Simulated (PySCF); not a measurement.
**EPR calculation, with input and output: C₆H₆NO**

- system: C₆H₆NO, multiplicity 2, SMILES CC(=O)c1[c][nH]cc1
- method: UKS B3LYP, pcH-1 on C H N O, non-relativistic, mean-field spin-orbit, GIAO (PySCF 2.14.0)

It belongs to a series of runs on one base structure; here: H removed from aryl C.

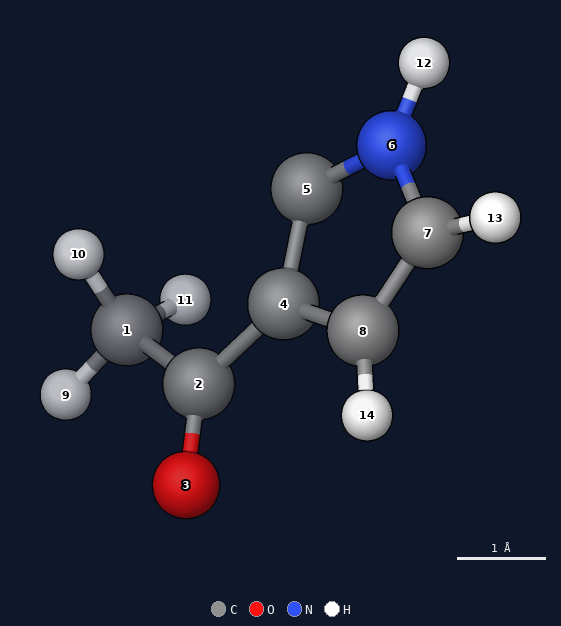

**Figure 1.** The structure (ball-and-stick view, seen at a tilt; atoms are numbered from 1 in the order of the input).

Results in brief:

- outcome: converged
- total energy: −362.147352 hartree
- ⟨S²⟩: 0.759
- isotropic g: 2.0021
- hardware: 1 CPU thread, shared host
- wall time: 58 s
- peak memory: 0.96 GiB

Input:
```
{"job": {"kind": "epr", "basis": "pcH-1"}, "charge": 0, "multiplicity": 2}
C     -2.300413     0.643948     0.017256
C     -1.377396    -0.555877     0.041351
O     -1.791656    -1.693759     0.086314
C      0.038122    -0.220071     0.005519
C      0.638937     1.008669    -0.046731
N      1.970267     0.898634    -0.067158
C      2.293630    -0.436835    -0.027981
C      1.133004    -1.148393     0.018303
H     -3.335874     0.316272     0.046845
H     -2.090061     1.280480     0.873612
H     -2.122017     1.219903    -0.887801
H      2.626649     1.661176    -0.105624
H      3.314571    -0.763597    -0.034064
H      1.001559    -2.211025     0.057993
```

The first line tells a small driver script what to run in PySCF; the rest is the geometry in Å.

Run as:
```bash
OMP_NUM_THREADS=1 python <driver script> task.json out
```

Output:
```
UKS, coarse grid
  cycle   1  E = -361.96479047  |g| = 6.52e-01
  cycle   2  E = -360.17338479  |g| = 1.91e+00
  cycle   3  E = -362.08216592  |g| = 3.35e-01
  cycle   4  E = -362.14281548  |g| = 9.72e-02
  cycle   5  E = -362.14659627  |g| = 3.82e-02
  cycle   6  E = -362.14712089  |g| = 1.91e-02
  cycle   7  E = -362.14730398  |g| = 5.78e-03
  cycle   8  E = -362.14732305  |g| = 3.12e-03
  cycle   9  E = -362.14733080  |g| = 1.45e-03
  cycle  10  E = -362.14733295  |g| = 7.36e-04
UKS, final grid
  cycle   1  E = -362.14735076  |g| = 1.15e-03
  cycle   2  E = -362.14734920  |g| = 2.32e-03
  cycle   3  E = -362.14735157  |g| = 2.70e-04
  cycle   4  E = -362.14735162  |g| = 1.43e-04
  cycle   5  E = -362.14735168  |g| = 9.83e-05
  cycle   6  E = -362.14735169  |g| = 2.22e-05
E = -362.14735169 Eh   <S^2> = 0.7588 (exact 0.7500)
g shifts (ppm)      1          2          3
  rmc          -166       -166       -166
  gc             19         17         13
  oz_so        -680       -151        579
  total        -827       -301        425
hyperfine (MHz)  atom isotope    a_iso     a_fc   dipolar eigenvalues
    0   13C      -0.48      -0.48     -1.74      0.22      1.51
    1   13C       2.08       2.08     -1.14     -0.93      2.06
    2   17O       0.78       0.78     -2.66     -1.84      4.50
    3   13C      47.50      47.50    -17.03     -4.31     21.34
    4   13C     533.34     533.34    -78.41    -56.21    134.61
    5   14N      17.41      17.41     -4.08     -1.28      5.36
    6   13C      37.54      37.54     -8.79     -1.34     10.13
    7   13C      44.01      44.01     -4.50     -4.45      8.95
    8    1H       0.50       0.50     -1.62     -1.33      2.95
    9    1H       2.27       2.27     -4.03     -2.52      6.55
   10    1H       2.29       2.29     -4.03     -2.51      6.54
   11    1H      19.88      19.88     -7.88     -6.85     14.73
   12    1H      12.24      12.24     -3.39     -0.61      4.00
   13    1H      17.56      17.56     -3.44     -1.76      5.20
```

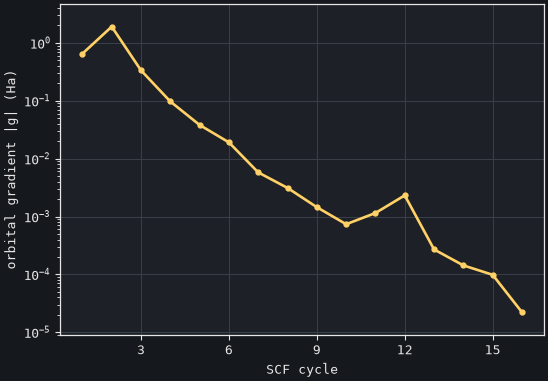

**Figure 2.** Convergence of the self-consistent field: orbital gradient |g| against the SCF cycle. All cycles printed in the log are drawn one after another.

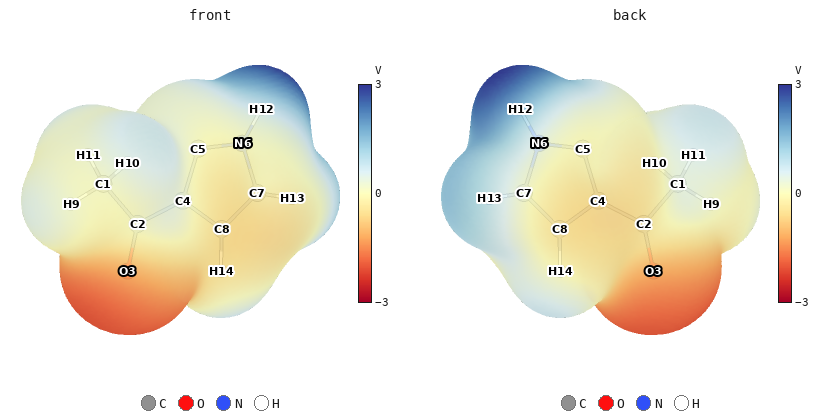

**Figure 3.** The molecular electrostatic potential painted on the density surface at 0.002 e/bohr³, seen at a tilt and from behind; red is negative and blue positive. A positive charge is drawn to the negative regions and a negative charge to the positive ones.

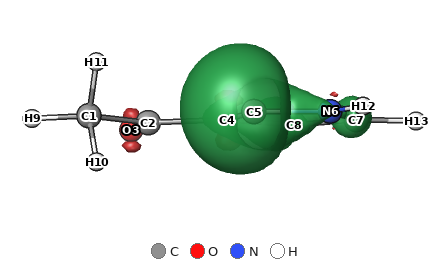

**Figure 4.** Isosurfaces of the spin density (α minus β) at +0.03 (green) and −0.03 e/Å³ (red), seen from the side. The unpaired spin (1 electron) lies mostly on C5 (about 0.8), in electrons by Hirshfeld's partition.
